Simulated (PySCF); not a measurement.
[NiF4]2- (F₄Ni, charge −2, triplet).

Method: BP86/def2-TZVP; geometry: GFN2-xTB; program: PySCF. This is a single-reference result, which may miss multireference character in this system. No frequency check shows the geometry to be a minimum. For an anion such functionals hold the outermost electrons too loosely, so the response is rough. The stability of the open-shell solution wasn't checked. GFN2-xTB bond lengths at metals and heavier atoms can be off by up to 0.1 Å and shapes distorted, which carries into these values. The basis has no diffuse functions, which an anion needs. GFN2-xTB doesn't know the spin state, so this open-shell geometry is rough.

Cartesian coordinates (Å):

```
Ni1      0.0000   -0.0002   -0.0296
F2      -0.0281    1.5597    1.0272
F3      -1.7186   -0.0254   -0.9811
F4       0.0281   -1.5594    1.0273
F5       1.7186    0.0256   -0.9811
```

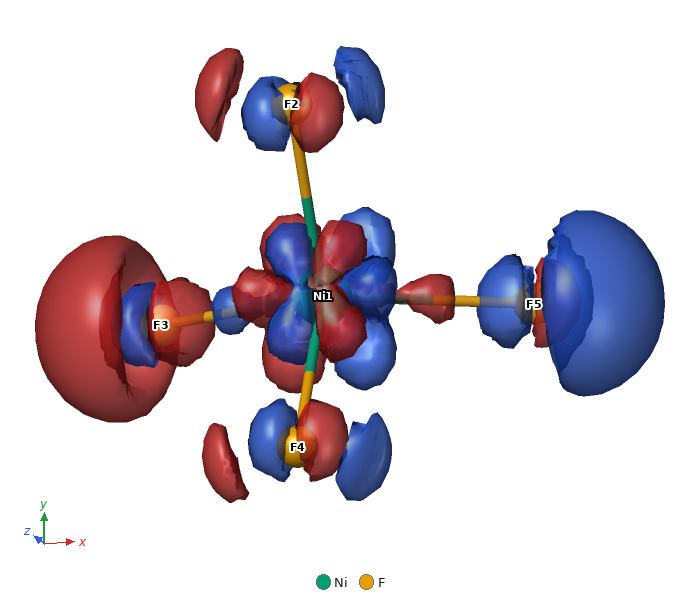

Change of the electron density in a uniform field of 0.15 V/Å, surfaces at ±0.0015 e/Å³ (blue: gain, red: loss).

Along which Cartesian direction does the field point?

Answer. Along −x: electrons gather on the +x side, against the field.

How large is the response?

Answer. The induced dipole is 0.27 D (along the field); α along this axis, from the fields in both directions, is 36 bohr³ (5.3 Å³).

Which atoms gain and lose the most charge?

Answer. Electrons gather most on F5 (Hirshfeld charge changes by −0.009 e) and leave F3 most (+0.009 e); 0.028 electrons are displaced in all.

Run time: 3.5 min on 1 thread of Arm Neoverse N1, on a shared host, peak memory 0.58 GiB.
